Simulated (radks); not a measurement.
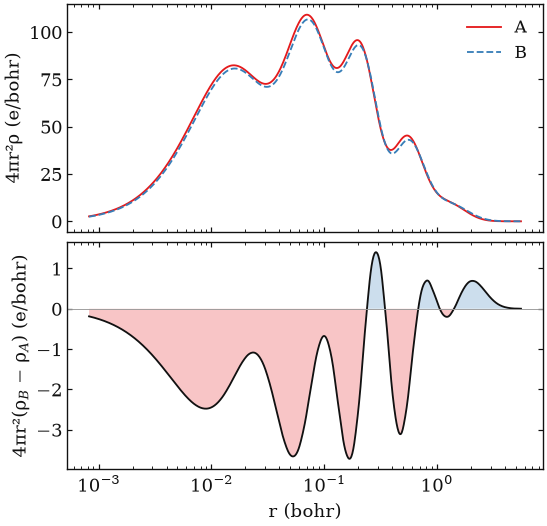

Two nuclei with the same 59 electrons, [Xe] 4f5 (high spin), were computed: Sm³⁺; Z = 60.9 with 59 electrons. Method: scalar-relativistic Kohn-Sham, r2SCAN, spin-polarised, spherical densities, finite nucleus; computed with the in-house radial solver radks.

The plot shows both radial densities and the radial density of run B less that of run A; on the logarithmic r axis, areas aren't charges.

Question: Which run is A and which is B? Where does the charge move?

Answer: A is Sm³⁺; B is Z = 60.9 with 59 electrons. B holds 1.2 electrons more than A where the difference is positive (most at r = 0.29 bohr) and 1.2 electrons fewer where it is negative (most at r = 0.17 bohr), with no net change. The larger nuclear charge draws every shell in.
